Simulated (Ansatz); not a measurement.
Carrier doping in CdS

The parent structure is CdS in the wurtzite structure (space group P6_3mc, No. 186).

```cif
data_Cd2S2
_chemical_formula_sum 'Cd2 S2'
_space_group_name_H-M_alt 'P63mc'
_space_group_IT_number 186
_space_group_name_Hall 'P 6c -2c'
_cell_length_a 4.19659
_cell_length_b 4.19659
_cell_length_c 6.83017
_cell_angle_alpha 90.000
_cell_angle_beta 90.000
_cell_angle_gamma 120.000
loop_
_atom_site_label
_atom_site_type_symbol
_atom_site_symmetry_multiplicity
_atom_site_Wyckoff_symbol
_atom_site_fract_x
_atom_site_fract_y
_atom_site_fract_z
_atom_site_occupancy
Cd1 Cd 2 b 0.66667 0.33333 0.49917 1
S1 S 2 b 0.33333 0.66667 0.37563 1
```

Carriers are added at fixed cell with a uniform background; the Fermi–Dirac width is that of 300 K.

Computed with PBE (Ansatz, a quantum-chemistry and plane-wave program; PAW; 420 eV plane waves; no spin-orbit coupling), earlier PAW set.

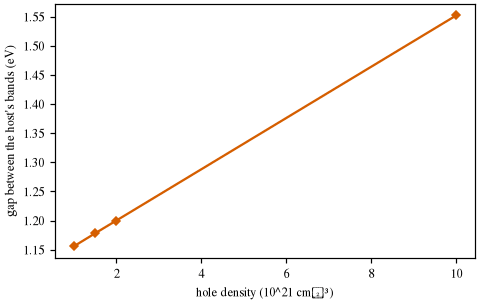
Figure: Gap between the host's bands against hole density

```
hole density (10^21 cm⁻³)  gap between the host's bands
-------------------------  ----------------------------
1                                               1.16 eV
1.5                                             1.18 eV
2                                               1.20 eV
10                                              1.55 eV
```

Carriers are added with a uniform compensating background; total energy and stress of such cells depend on the potential's zero and are not compared; many-body gap narrowing is missing at this level. Whether these cells are dynamically stable was not tested.
